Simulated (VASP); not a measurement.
# PbC2: the band gap up a ladder of functionals, part 4 of 8

Wanted: bands and gap of PbC2 from one functional after another. The cell is invented: it takes the structure of a Materials Project entry for CaC2 (space group 139 there), with some of its atoms replaced by other elements, volume scaled by an estimate. It may not be a known or stable phase. LASPH is on for some levels and off for others; the table marks which.

VASP 6.6.1, plane waves and PAW; the level of theory is named at each step.

Still holding for the runs below: Spin-orbit coupling is off here; with elements this heavy it splits and shifts levels by tenths of an eV or more.

So far, least gap on mesh and path (eV): step 3 (bands, level PBE, k 5×5×5) 1.81; step 4 (bands, level LDA, k 5×5×5) 1.69; step 5 (bands, level PBEsol, k 5×5×5) 1.72; step 6 (bands, level r2SCAN, k 5×5×5) 2.08; step 7 (bands, level TB-mBJ, k 5×5×5) 2.34. The relaxed cell has a = 4.128, c = 6.755 Å (conventional setting).

### Step 9. Bands with HSE06, k 5×5×5

This step: HSE06; plane waves and PAW (Pb_d, C); invented cell (VASP 6.6.1).

HSE06 mixes in a quarter of exact exchange at short range, at far higher cost; in semiconductors this cures much of the gap error, while metals seldom gain.

INCAR

```
SYSTEM = PbC2
PREC = Accurate
ENCUT = 520
EDIFF = 1E-06
NELM = 100
ISMEAR = 0
SIGMA = 0.02
LREAL = .FALSE.
ALGO = Normal
LHFCALC = .TRUE.
AEXX = 0.25
GGA = PE
HFSCREEN = 0.2
LASPH = .TRUE.
PRECFOCK = Fast
LORBIT = 11
LWAVE = .FALSE.
LCHARG = .FALSE.
KPAR = 4
```

POSCAR

```
PbC2
1.0
   -2.0641848795      2.0641848795      3.3773085415
    2.0641848795     -2.0641848795      3.3773085415
    2.0641848795      2.0641848795     -3.3773085415
Pb C
1 2
Direct
    0.0000000000      0.0000000000      0.0000000000
    0.5940435273      0.5940435273      0.0000000000
    0.4059564727      0.4059564727      0.0000000000
```

KPOINTS

```
Automatic mesh
0
Gamma
5 5 5
0 0 0
```

KPOINTS_OPT

```
Line mode
6
Line-mode
Reciprocal
  0.00000000   0.00000000   0.00000000 GAMMA
  0.00000000   0.00000000   0.50000000 X

  0.00000000   0.00000000   0.50000000 X
 -0.18677800   0.18677800   0.50000000 Y

 -0.18677800   0.18677800   0.50000000 Y
 -0.34338900   0.34338900   0.34338900 S

 -0.34338900   0.34338900   0.34338900 S
  0.00000000   0.00000000   0.00000000 GAMMA

  0.00000000   0.00000000   0.00000000 GAMMA
  0.50000000   0.50000000  -0.50000000 Z

  0.50000000   0.50000000  -0.50000000 Z
  0.34338900   0.65661100  -0.34338900 S1

  0.34338900   0.65661100  -0.34338900 S1
  0.00000000   0.50000000   0.00000000 N

  0.00000000   0.50000000   0.00000000 N
  0.25000000   0.25000000   0.25000000 P

  0.25000000   0.25000000   0.25000000 P
  0.50000000   0.50000000  -0.18677800 Y1

  0.50000000   0.50000000  -0.18677800 Y1
  0.50000000   0.50000000  -0.50000000 Z

  0.00000000   0.00000000   0.50000000 X
  0.25000000   0.25000000   0.25000000 P
```

PAW data sets: Pb_d and C (PBE family, release 64).

The WAVECAR or CHGCAR of an earlier step is read.

On the command line:

```sh
$ mpirun -np 4 vasp_std
```

Numbers of over 12 decimals in the logs are rounded to 6 here.

The log of the run:

```text
[banner, memory and clock lines left out]
running    4 mpi-ranks, on    1 nodes
[...]
LDA part: xc-table for (Slater+PW92), standard interpolation
 found WAVECAR, reading the header
 POSCAR, INCAR and KPOINTS ok, starting setup
[...]
reading WAVECAR
 the WAVECAR file was read successfully
 initial charge from wavefunction
 entering main loop
       N       E                     dE             d eps       ncg     rms          rms(c)
DAV:   1    -0.214325056072E+02   -0.21433E+02   -0.66593E-01   626   0.950E+00    0.697E-01
DAV:   2    -0.214387284173E+02   -0.62228E-02   -0.40677E-02   736   0.147E+00    0.435E-01
DAV:   3    -0.214380931847E+02    0.63523E-03   -0.23816E-03   821   0.595E-01    0.240E-01
DAV:   4    -0.214377907926E+02    0.30239E-03   -0.27976E-04   817   0.220E-01    0.135E-01
DAV:   5    -0.214377056254E+02    0.85167E-04   -0.95457E-05   715   0.107E-01    0.761E-02
DAV:   6    -0.214376821596E+02    0.23466E-04   -0.22160E-05   709   0.514E-02    0.427E-02
[...]
1 F= -.21437673E+02 E0= -.21437673E+02  d E =-.508610E-15
 Start KPOINTS_OPT (optional k-point list driver)
k-point batch [1-18\66]
       N       E                     dE             ncg
DAV:   1     0.678148216021E+03   -0.10294E+05      548
DAV:   2    -0.286228909244E+04   -0.35404E+04      617
DAV:   3    -0.321166065295E+04   -0.34937E+03      652
DAV:   4    -0.322872682713E+04   -0.17066E+02      697
DAV:   5    -0.322918473509E+04   -0.45791E+00      783
DAV:   6    -0.322920496076E+04   -0.20226E-01      811
DAV:   7    -0.322920538180E+04   -0.42104E-03      727
DAV:   8    -0.322920538907E+04   -0.72623E-05      653
DAV:   9    -0.322920538932E+04   -0.25741E-06      543
[...]
k-point batch [55-66\66]
       N       E                     dE             ncg
DAV:   1     0.492616420363E+04   -0.82933E+04      360
DAV:   2     0.259274078099E+04   -0.23334E+04      416
DAV:   3     0.235855947052E+04   -0.23418E+03      395
DAV:   4     0.234594747259E+04   -0.12612E+02      495
DAV:   5     0.234556270473E+04   -0.38477E+00      546
DAV:   6     0.234554870401E+04   -0.14001E-01      557
DAV:   7     0.234554846694E+04   -0.23707E-03      504
DAV:   8     0.234554846294E+04   -0.39995E-05      415
DAV:   9     0.234554846271E+04   -0.22947E-06      390
```

Wall time 11 min (4 MPI ranks of Intel Xeon 6975P-C (Granite Rapids), shared host); peak memory 1.3 GiB.

OUTCAR, selected parts (step 9):

```text
 POSITION                                       TOTAL-FORCE (eV/Angst)
 -----------------------------------------------------------------------------------
      0.00000      0.00000      0.00000        -0.000000     -0.000000     -0.000000
      0.00000      0.00000      4.01254         0.000000      0.000000     -0.774867
      0.00000      0.00000      2.74208        -0.000000     -0.000000      0.774867
 -----------------------------------------------------------------------------------
    total drift:                                0.000001      0.000000      0.000000

  FREE ENERGIE OF THE ION-ELECTRON SYSTEM (eV)
  ---------------------------------------------------
  free  energy   TOTEN  =       -21.4376733039 eV

  energy  without entropy=      -21.4376733039  energy(sigma->0) =      -21.43767330

[... 1 part as in an earlier step ...]

[... 2 further parts left out ...]
[key lines of the parts left out:]
E-fermi :   3.1886
```

The electronic bands at the labelled points (eV, zero at the valence-band top; v1 is the highest filled band, c1 the lowest empty one):

| point | v4 | v3 | v2 | v1 | c1 | c2 |
| --- | --- | --- | --- | --- | --- | --- |
| Γ | -4.39 | -2.62 | -2.62 | -0.26 | 4.68 | 4.92 |
| X | -5.44 | -5.01 | -3.72 | -0.75 | 3.01 | 5.77 |
| Y | -6.00 | -4.58 | -2.29 | -0.73 | 3.59 | 4.17 |
| S | -6.43 | -2.87 | -2.08 | -1.37 | 4.19 | 4.32 |
| Γ | -4.39 | -2.62 | -2.62 | -0.26 | 4.68 | 4.92 |
| Z | -7.05 | -3.48 | -3.48 | -1.01 | 6.19 | 6.46 |
| S1 | -6.43 | -2.87 | -2.08 | -1.37 | 4.19 | 4.32 |
| N | -4.05 | -3.48 | -2.31 | -0.75 | 2.50 | 3.80 |
| P | -4.44 | -4.44 | -3.48 | -2.91 | 4.29 | 4.29 |
| Y1 | -6.00 | -4.58 | -2.29 | -0.73 | 3.59 | 4.17 |
| Z | -7.05 | -3.48 | -3.48 | -1.01 | 6.19 | 6.46 |
| jump to X | -5.44 | -5.01 | -3.72 | -0.75 | 3.01 | 5.77 |
| P | -4.44 | -4.44 | -3.48 | -2.91 | 4.29 | 4.29 |

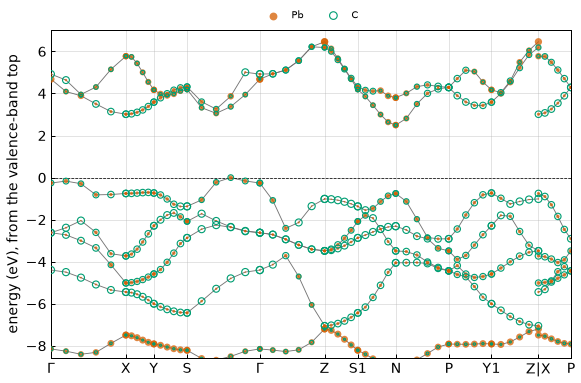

Electronic bands along the path; dots are coloured as in the legend, and their area grows with the weight.

The gap is 2.50 eV, indirect. Against PBE that is +0.69 eV; this run took 50 times the core time, on fewer points of the path.

### Step 10. Bands with BLYP, k 5×5×5

This step: BLYP; plane waves and PAW (Pb_d, C); invented cell (VASP 6.6.1).

BLYP comes from molecular chemistry and underbinds dense solids.

INCAR

```
SYSTEM = PbC2
PREC = Accurate
ENCUT = 520
EDIFF = 1E-06
NELM = 100
ISMEAR = 0
SIGMA = 0.02
LREAL = .FALSE.
ALGO = Normal
GGA = B5
ALDAX = 1
AGGAX = 1
AGGAC = 1
ALDAC = 0
LORBIT = 11
LWAVE = .FALSE.
LCHARG = .FALSE.
KPAR = 4
```

POSCAR is that of step 9.

KPOINTS is that of step 9.

KPOINTS_OPT, as its differences from that of step 9:

```diff
@@ -1,3 +1,3 @@
 Line mode
-6
+16
 Line-mode
```

On the command line:

```sh
$ mpirun -np 4 vasp_std
```

The log of the run:

```text
[banner, memory and clock lines left out]
running    4 mpi-ranks, on    1 nodes
[...]
[... a notice as in an earlier step ...]

 LDA part: xc-table for (Slater(with rela. corr.)+VWN5), standard interpolation
 POSCAR, INCAR and KPOINTS ok, starting setup
[...]
entering main loop
       N       E                     dE             d eps       ncg     rms          rms(c)
DAV:   1     0.178847198900E+03    0.17885E+03   -0.10947E+04   540   0.151E+03
DAV:   2    -0.467186807059E+01   -0.18352E+03   -0.17886E+03   624   0.374E+02
DAV:   3    -0.205366212050E+02   -0.15865E+02   -0.15835E+02   694   0.111E+02
DAV:   4    -0.209429734753E+02   -0.40635E+00   -0.40614E+00   740   0.218E+01
[...]
DAV:  12    -0.170951196628E+02    0.24119E-04   -0.37837E-04   652   0.127E-01    0.144E-02
DAV:  13    -0.170951209864E+02   -0.13236E-05   -0.35187E-05   603   0.417E-02    0.355E-03
DAV:  14    -0.170951210300E+02   -0.43586E-07   -0.27878E-06   558   0.177E-02
   1 F= -.17095121E+02 E0= -.17095121E+02  d E =-.209540E-12
 Start KPOINTS_OPT (optional k-point list driver)
k-point batch [1-18\176]
       N       E                     dE             ncg
DAV:   1     0.975805220336E+03   -0.73735E+04      540
DAV:   2    -0.219787358609E+04   -0.31737E+04      638
DAV:   3    -0.244155009532E+04   -0.24368E+03      652
DAV:   4    -0.244804094684E+04   -0.64909E+01      701
DAV:   5    -0.244824503864E+04   -0.20409E+00      752
DAV:   6    -0.244824795518E+04   -0.29165E-02      724
DAV:   7    -0.244824799337E+04   -0.38189E-04      737
DAV:   8    -0.244824799378E+04   -0.40517E-06      530
[...]
k-point batch [163-176\176]
       N       E                     dE             ncg
DAV:   1     0.347165132980E+04   -0.10569E+05      420
DAV:   2     0.109631796847E+04   -0.23753E+04      504
DAV:   3     0.925105878652E+03   -0.17121E+03      483
DAV:   4     0.920023936735E+03   -0.50819E+01      572
DAV:   5     0.919856538261E+03   -0.16740E+00      552
DAV:   6     0.919852603806E+03   -0.39345E-02      596
DAV:   7     0.919852564451E+03   -0.39355E-04      545
DAV:   8     0.919852563970E+03   -0.48162E-06      477
```

It took 18 s on 4 MPI ranks; peak memory 0.85 GiB; 71 s of CPU time.

From OUTCAR (step 10):

```text
  Total        1.1561055      1.1561055      0.2166581      0.0000000      0.0000000      0.0000000
  in kB       32.1795637     32.1795637      6.0305583      0.0000000      0.0000000      0.0000000
  external PRESSURE =      23.4632285 kB  Pullay stress =       0.0000000 kB

 POSITION                                       TOTAL-FORCE (eV/Angst)
 -----------------------------------------------------------------------------------
      0.00000      0.00000      0.00000        -0.000000     -0.000000     -0.000000
      0.00000      0.00000      4.01254        -0.000000     -0.000000     -0.667190
      0.00000      0.00000      2.74208         0.000000      0.000000      0.667190
 -----------------------------------------------------------------------------------
    total drift:                               -0.000000      0.000000     -0.000000

  FREE ENERGIE OF THE ION-ELECTRON SYSTEM (eV)
  ---------------------------------------------------
  free  energy   TOTEN  =       -17.0951210300 eV

  energy  without entropy=      -17.0951210300  energy(sigma->0) =      -17.09512103

[... 2 parts as in an earlier step ...]

[... 1 further part left out ...]
[key lines of the parts left out:]
E-fermi :   3.9465
```

At this level the cell is under a pressure of 2.3 GPa, so at these settings it is away from equilibrium.

Electronic bands along the path, in eV, zero at the valence-band top; v1 is the highest filled band, c1 the lowest empty one:

| point | v4 | v3 | v2 | v1 | c1 | c2 |
| --- | --- | --- | --- | --- | --- | --- |
| Γ | -3.67 | -2.24 | -2.24 | -0.16 | 3.88 | 4.02 |
| X | -4.61 | -4.38 | -3.24 | -0.52 | 2.45 | 4.82 |
| Y | -5.11 | -4.00 | -1.93 | -0.55 | 2.89 | 3.38 |
| S | -5.50 | -2.46 | -1.89 | -1.00 | 3.46 | 3.50 |
| Γ | -3.67 | -2.24 | -2.24 | -0.16 | 3.88 | 4.02 |
| Z | -6.05 | -3.02 | -3.02 | -0.68 | 5.29 | 5.68 |
| S1 | -5.50 | -2.46 | -1.89 | -1.00 | 3.46 | 3.50 |
| N | -3.41 | -2.93 | -1.94 | -0.72 | 1.92 | 3.02 |
| P | -3.87 | -3.87 | -3.02 | -2.39 | 3.52 | 3.52 |
| Y1 | -5.11 | -4.00 | -1.93 | -0.55 | 2.89 | 3.38 |
| Z | -6.05 | -3.02 | -3.02 | -0.68 | 5.29 | 5.68 |
| jump to X | -4.61 | -4.38 | -3.24 | -0.52 | 2.45 | 4.82 |
| P | -3.87 | -3.87 | -3.02 | -2.39 | 3.52 | 3.52 |

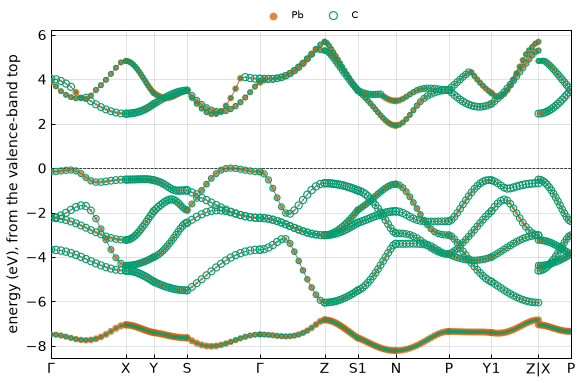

Electronic bands along the path; dots are coloured as in the legend, and their area grows with the weight.

The gap is 1.92 eV, indirect. Against PBE that is +0.11 eV; this run took 1.4 times the core time.

### Step 11. Bands with TPSS, k 5×5×5

This step: TPSS; plane waves and PAW (Pb_d, C); invented cell (VASP 6.6.1).

TPSS is an older meta-GGA.

INCAR, as its differences from that of step 10:

```diff
@@ -9,7 +9,4 @@
 ALGO = Normal
-GGA = B5
-ALDAX = 1
-AGGAX = 1
-AGGAC = 1
-ALDAC = 0
+METAGGA = TPSS
+LASPH = .TRUE.
 LORBIT = 11
```

POSCAR is that of step 10.

KPOINTS is that of step 10.

KPOINTS_OPT is that of step 10.

On the command line:

```sh
$ mpirun -np 4 vasp_std
```

The log of the run:

```text
[... set-up lines as in an earlier step ...]
 entering main loop
       N       E                     dE             d eps       ncg     rms          rms(c)
DAV:   1     0.168901401772E+03    0.16890E+03   -0.10958E+04   540   0.152E+03
DAV:   2    -0.640920613328E+01   -0.17531E+03   -0.17076E+03   603   0.374E+02
DAV:   3    -0.204913812844E+02   -0.14082E+02   -0.13922E+02   708   0.106E+02
DAV:   4    -0.208037023527E+02   -0.31232E+00   -0.31212E+00   677   0.190E+01
[...]
DAV:  14    -0.207603736059E+02   -0.59231E-05   -0.20825E-05   694   0.297E-02    0.194E-03
DAV:  15    -0.207603753652E+02   -0.17593E-05   -0.49234E-06   561   0.154E-02    0.506E-03
DAV:  16    -0.207603754133E+02   -0.48060E-07   -0.22146E-07   417   0.496E-03
   1 F= -.20760375E+02 E0= -.20760375E+02  d E =-.567599E-17
 Start KPOINTS_OPT (optional k-point list driver)
k-point batch [1-18\176]
       N       E                     dE             ncg
DAV:   1     0.755671709851E+03   -0.75936E+04      540
DAV:   2    -0.241371070607E+04   -0.31694E+04      624
DAV:   3    -0.265323830331E+04   -0.23953E+03      652
DAV:   4    -0.265960223073E+04   -0.63639E+01      701
DAV:   5    -0.265980306121E+04   -0.20083E+00      729
DAV:   6    -0.265980716490E+04   -0.41037E-02      740
DAV:   7    -0.265980719508E+04   -0.30179E-04      713
DAV:   8    -0.265980719542E+04   -0.33941E-06      522
[...]
k-point batch [163-176\176]
       N       E                     dE             ncg
DAV:   1     0.330200797039E+04   -0.10738E+05      420
DAV:   2     0.921158565076E+03   -0.23808E+04      518
DAV:   3     0.758070230765E+03   -0.16309E+03      476
DAV:   4     0.753561525989E+03   -0.45087E+01      564
DAV:   5     0.753420361891E+03   -0.14116E+00      558
DAV:   6     0.753415238726E+03   -0.51232E-02      590
DAV:   7     0.753415202731E+03   -0.35995E-04      551
DAV:   8     0.753415202342E+03   -0.38850E-06      441
```

It took 49 s on 4 MPI ranks; peak memory 0.89 GiB; 3.2 min of CPU time.

From OUTCAR (step 11):

```text
  Total       -0.2632375     -0.2632375     -0.3674790      0.0000000      0.0000000      0.0000000
  in kB       -7.3270721     -7.3270721    -10.2285761      0.0000000      0.0000000      0.0000000
  external PRESSURE =      -8.2942401 kB  Pullay stress =       0.0000000 kB

 POSITION                                       TOTAL-FORCE (eV/Angst)
 -----------------------------------------------------------------------------------
      0.00000      0.00000      0.00000         0.000000      0.000000      0.000000
      0.00000      0.00000      4.01254         0.000000      0.000000     -0.159368
      0.00000      0.00000      2.74208        -0.000000     -0.000000      0.159368
 -----------------------------------------------------------------------------------
    total drift:                               -0.000000      0.000000     -0.000000

  FREE ENERGIE OF THE ION-ELECTRON SYSTEM (eV)
  ---------------------------------------------------
  free  energy   TOTEN  =       -20.7603754133 eV

  energy  without entropy=      -20.7603754133  energy(sigma->0) =      -20.76037541

[... 2 parts as in an earlier step ...]

[... 1 further part left out ...]
[key lines of the parts left out:]
E-fermi :   3.5505
```

The electronic bands at the labelled points (eV, zero at the valence-band top; v1 is the highest filled band, c1 the lowest empty one):

| point | v4 | v3 | v2 | v1 | c1 | c2 |
| --- | --- | --- | --- | --- | --- | --- |
| Γ | -3.99 | -2.35 | -2.35 | -0.19 | 4.01 | 4.01 |
| X | -4.94 | -4.60 | -3.39 | -0.54 | 2.24 | 4.94 |
| Y | -5.45 | -4.20 | -2.03 | -0.56 | 2.78 | 3.45 |
| S | -5.85 | -2.59 | -1.97 | -1.06 | 3.45 | 3.47 |
| Γ | -3.99 | -2.35 | -2.35 | -0.19 | 4.01 | 4.01 |
| Z | -6.42 | -3.15 | -3.15 | -0.72 | 5.31 | 5.68 |
| S1 | -5.85 | -2.59 | -1.97 | -1.06 | 3.45 | 3.47 |
| N | -3.69 | -3.05 | -2.07 | -0.75 | 1.86 | 3.10 |
| P | -4.06 | -4.06 | -3.22 | -2.48 | 3.43 | 3.43 |
| Y1 | -5.45 | -4.20 | -2.03 | -0.56 | 2.78 | 3.45 |
| Z | -6.42 | -3.15 | -3.15 | -0.72 | 5.31 | 5.68 |
| jump to X | -4.94 | -4.60 | -3.39 | -0.54 | 2.24 | 4.94 |
| P | -4.06 | -4.06 | -3.22 | -2.48 | 3.43 | 3.43 |

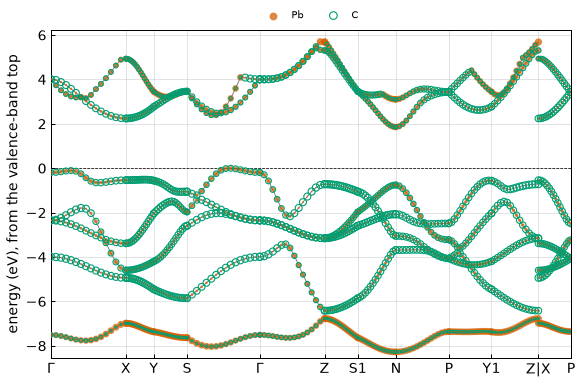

Electronic bands along the path; dots are coloured as in the legend, and their area grows with the weight.

The gap is 1.86 eV, indirect. Against PBE that is +0.05 eV; this run took 3.8 times the core time.

(Continued in part 5 of 8.)

[Lines on the potential files, build, host, timing and source positions are cut from VASP's logs without a mark.]

[Logs are printed without paths, hosts, clocks, repeated set-up lines and the standing remarks that a program may print on its own settings, such as how far it seeks lower states.]

[Hosts, paths, dates, database ids (printed as entryN), source tags and the programs' standing remarks are cut or masked in the printed files.]

[A measured line is paired with the nearest computed mode of its activity, which favours agreement.]
